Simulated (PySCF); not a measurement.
## What a change does: NMR shielding calculation on C$_{5}$H$_{6}$N$_{2}$

System: C$_{5}$H$_{6}$N$_{2}$, SMILES Cc1ccncn1.
Method of the first run: GIAO KT2/pcSseg-1 NMR shielding, non-relativistic, gas phase (PySCF 2.14.0).

The geometry comes from this level: GFN2-xTB. Text and figures count atoms from 1; the logs count them from 0 in places.

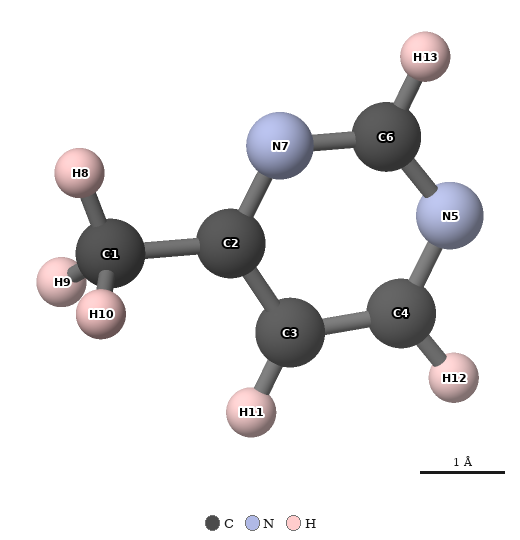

Figure 1. The structure (ball-and-stick view, seen at a tilt; atoms are numbered from 1 in the order of the input). Bond lengths as drawn: C–C 1.38 to 1.49 Å, C–H 1.08 to 1.09 Å and C–N 1.32 to 1.33 Å.

## The input, the first run
```
{"job": {"kind": "nmr", "xc": "KT2", "basis": "pcSseg-1", "pop": false}, "charge": 0, "multiplicity": 1}
C     -1.254816    -1.224158     1.146154
C     -0.639487    -0.291797     0.155858
C     -0.543563    -0.609643    -1.199722
C      0.049872     0.331925    -2.021407
N      0.510480     1.485532    -1.556705
C      0.371976     1.689219    -0.260890
N     -0.175602     0.865997     0.613199
H     -1.291713    -0.747911     2.121321
H     -2.261073    -1.497935     0.833957
H     -0.663470    -2.136214     1.214348
H     -0.916616    -1.545327    -1.585003
H      0.166063     0.170367    -3.085738
H      0.745270     2.628472     0.127798
```

The first line tells a small driver script what to run in PySCF; the rest is the geometry in Å.

Command:
```bash
OMP_NUM_THREADS=1 python <driver script> task.json out
```

Hardware: 1 CPU thread, shared host.

## Output (the first run)
```
coarse grid: 11280 points
cycle   1  E = -308.8203164682  dE =  1.062e+00  |g| = 4.884e-01  |ddm| = 3.429e+00
cycle   2  E = -308.7447221504  dE =  7.559e-02  |g| = 7.495e-01  |ddm| = 1.355e+00
cycle   3  E = -308.8772949592  dE = -1.326e-01  |g| = 1.406e-01  |ddm| = 8.144e-01
cycle   4  E = -308.8812966155  dE = -4.002e-03  |g| = 4.911e-02  |ddm| = 1.373e-01
cycle   5  E = -308.8818083582  dE = -5.117e-04  |g| = 2.211e-02  |ddm| = 7.519e-02
cycle   6  E = -308.8819470236  dE = -1.387e-04  |g| = 4.619e-03  |ddm| = 2.549e-02
cycle   7  E = -308.8819511711  dE = -4.147e-06  |g| = 2.028e-03  |ddm| = 4.952e-03
final grid: 110256 points
cycle   8  E = -308.8596289895  dE = -2.672e-04  |g| = 1.350e-02  |ddm| = 7.070e-02
cycle   9  E = -308.8595580636  dE =  7.093e-05  |g| = 2.086e-02  |ddm| = 3.564e-02
cycle  10  E = -308.8596606147  dE = -1.026e-04  |g| = 7.715e-03  |ddm| = 2.656e-02
cycle  11  E = -308.8596763916  dE = -1.578e-05  |g| = 8.949e-04  |ddm| = 7.828e-03
cycle  12  E = -308.8596765565  dE = -1.649e-07  |g| = 3.254e-04  |ddm| = 1.084e-03
cycle  13  E = -308.8596765806  dE = -2.406e-08  |g| = 1.330e-04  |ddm| = 4.482e-04
cycle  14  E = -308.8596765847  dE = -4.113e-09  |g| = 5.498e-05  |ddm| = 1.745e-04
cycle  15  E = -308.8596765855  dE = -7.492e-10  |g| = 7.069e-06  |ddm| = 5.078e-05
converged SCF energy = -308.8596765855

GIAO shielding tensors (ppm)
atom      isotropic    diamagn.    paramagn.     s11        s22        s33       span
  0 C      158.851     249.190     -90.338    134.592    152.565    189.396     54.805
  1 C       26.171     257.032    -230.861    -68.654     -2.647    149.814    218.468
  2 C       68.930     258.509    -189.579    -35.398     74.834    167.355    202.753
  3 C       35.671     251.550    -215.879    -66.854     30.123    143.744    210.598
  4 N      -36.889     332.569    -369.458   -269.555   -134.382    293.270    562.825
  5 C       32.290     253.562    -221.272    -52.916     32.227    117.558    170.474
  6 N      -43.459     332.865    -376.324   -252.341   -133.007    254.970    507.312
  7 H       29.172      29.450      -0.278     25.172     28.025     34.320      9.148
  8 H       28.947      28.521       0.426     24.908     28.186     33.746      8.837
  9 H       28.864      29.481      -0.617     25.076     27.773     33.742      8.666
 10 H       24.662      33.445      -8.783     22.342     22.792     28.852      6.510
 11 H       23.058      29.515      -6.457     19.203     23.027     26.944      7.742
 12 H       22.544      30.060      -7.517     17.635     24.278     25.718      8.083
```

The input of the second run differs as follows (lines with − go, lines with + come):
```diff
-C     -1.254816    -1.224158     1.146154
-C     -0.639487    -0.291797     0.155858
-C     -0.543563    -0.609643    -1.199722
-C      0.049872     0.331925    -2.021407
-N      0.510480     1.485532    -1.556705
-C      0.371976     1.689219    -0.260890
-N     -0.175602     0.865997     0.613199
-H     -1.291713    -0.747911     2.121321
-H     -2.261073    -1.497935     0.833957
-H     -0.663470    -2.136214     1.214348
-H     -0.916616    -1.545327    -1.585003
-H      0.166063     0.170367    -3.085738
-H      0.745270     2.628472     0.127798
+C     -5.568435     4.496921     3.399529
+C     -4.979799     3.163289     3.315361
+C     -3.843074     2.790232     3.908972
+C     -3.456122     1.433404     3.840830
+N     -4.115016     0.586248     3.111582
+C     -5.070781     1.126829     2.348472
+N     -5.577712     2.308370     2.447600
+H     -5.629368     4.985763     4.385569
+H     -5.031136     5.179246     2.732426
+H     -6.503417     4.494399     2.878735
+H     -3.121857     3.517141     4.347355
+H     -2.638722     1.018947     4.576552
+H     -5.522137     0.369015     1.677708
```

Predict how the results change.

With the same method and basis, the second run lies 13.3 kcal/mol higher. The HOMO goes from −5.90 to −6.02 eV. The LUMO goes from −1.90 to −1.96 eV. The dipole moment goes from 2.54 to 2.49 D. Of all shieldings, the largest change is that of N7, by +11.2 ppm. The SCF takes 16 iterations against 15.

## Output (the second run)
```
coarse grid: 11280 points
cycle   1  E = -308.7957660575  dE =  1.121e+00  |g| = 5.014e-01  |ddm| = 3.434e+00
cycle   2  E = -308.7064650860  dE =  8.930e-02  |g| = 7.864e-01  |ddm| = 1.393e+00
cycle   3  E = -308.8554343708  dE = -1.490e-01  |g| = 1.522e-01  |ddm| = 8.685e-01
cycle   4  E = -308.8602070607  dE = -4.773e-03  |g| = 5.667e-02  |ddm| = 1.582e-01
cycle   5  E = -308.8609105163  dE = -7.035e-04  |g| = 2.432e-02  |ddm| = 8.006e-02
cycle   6  E = -308.8610614167  dE = -1.509e-04  |g| = 5.368e-03  |ddm| = 2.649e-02
cycle   7  E = -308.8610644386  dE = -3.022e-06  |g| = 3.786e-03  |ddm| = 8.494e-03
cycle   8  E = -308.8610684086  dE = -3.970e-06  |g| = 2.734e-04  |ddm| = 3.933e-03
final grid: 110256 points
cycle   9  E = -308.8384074777  dE = -2.588e-04  |g| = 1.315e-02  |ddm| = 6.579e-02
cycle  10  E = -308.8383828124  dE =  2.467e-05  |g| = 1.589e-02  |ddm| = 3.206e-02
cycle  11  E = -308.8384521016  dE = -6.929e-05  |g| = 2.438e-03  |ddm| = 1.970e-02
cycle  12  E = -308.8384529193  dE = -8.177e-07  |g| = 1.602e-03  |ddm| = 3.750e-03
cycle  13  E = -308.8384535898  dE = -6.705e-07  |g| = 1.986e-04  |ddm| = 1.615e-03
cycle  14  E = -308.8384535958  dE = -6.007e-09  |g| = 1.231e-04  |ddm| = 2.635e-04
cycle  15  E = -308.8384535992  dE = -3.361e-09  |g| = 3.750e-05  |ddm| = 1.276e-04
cycle  16  E = -308.8384535995  dE = -3.508e-10  |g| = 8.394e-06  |ddm| = 4.493e-05
converged SCF energy = -308.8384535995

GIAO shielding tensors (ppm)
atom      isotropic    diamagn.    paramagn.     s11        s22        s33       span
  0 C      163.127     246.163     -83.036    138.651    156.829    193.902     55.251
  1 C       34.697     267.441    -232.744    -59.599      9.846    153.842    213.442
  2 C       70.639     271.334    -200.695    -27.056     76.067    162.905    189.961
  3 C       31.103     248.552    -217.449    -66.715     28.473    131.552    198.267
  4 N      -40.307     329.739    -370.047   -270.069   -130.257    279.404    549.474
  5 C       33.689     256.938    -223.249    -47.426     34.173    114.321    161.746
  6 N      -32.241     339.259    -371.499   -235.416   -118.338    257.031    492.447
  7 H       28.843      19.352       9.491     24.334     27.553     34.643     10.310
  8 H       28.715      31.452      -2.737     25.448     26.708     33.990      8.543
  9 H       29.408      21.848       7.561     25.290     28.312     34.623      9.333
 10 H       24.578      35.162     -10.584     21.520     24.139     28.076      6.555
 11 H       21.952      31.854      -9.902     17.820     22.399     25.637      7.816
 12 H       22.231      32.858     -10.627     16.885     24.648     25.160      8.275
```

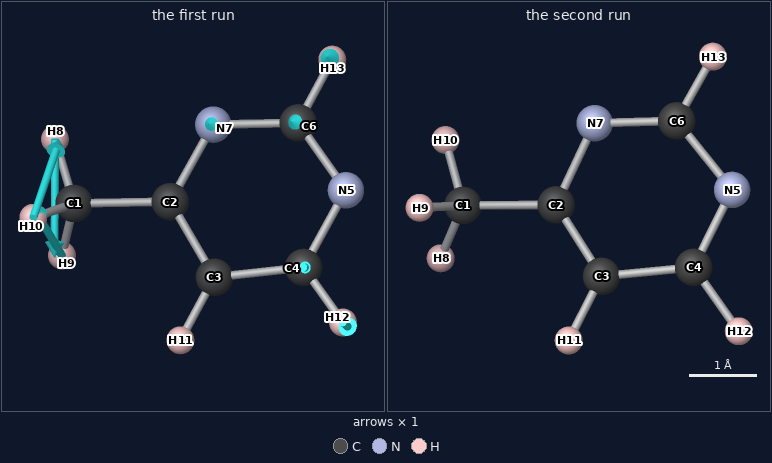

Figure 2. The two input geometries at one scale (ball-and-stick view, seen at a tilt). The teal arrows on the first give the shifts of the atoms after the best rigid fit, at true length. The atom that moves furthest after the best rigid fit is H8 (1.82 Å). Largest moves by element: H 1.82 Å, C 0.27 Å, N 0.21 Å. Among the contacts that change: C4–H12 1.083 → 1.175 Å, C2–C3 1.396 → 1.336 Å, C3–H11 1.078 → 1.114 Å, C1–C2 1.493 → 1.460 Å.

## The two runs side by side

```csv
quantity,the first run,the second run
outcome,converged,converged
total energy (hartree),−308.859677,−308.838454
HOMO (eV),−5.90,−6.02
LUMO (eV),−1.90,−1.96
dipole moment (D),2.54,2.49
shielding of C1 (ppm),158.9,163.1
shielding of C2 (ppm),26.2,34.7
shielding of C3 (ppm),68.9,70.6
shielding of C4 (ppm),35.7,31.1
shielding of N5 (ppm),−36.9,−40.3
shielding of C6 (ppm),32.3,33.7
shielding of N7 (ppm),−43.5,−32.2
SCF iterations,15,16
basis functions,149,149
wall time (shared host),15 s,15 s
```
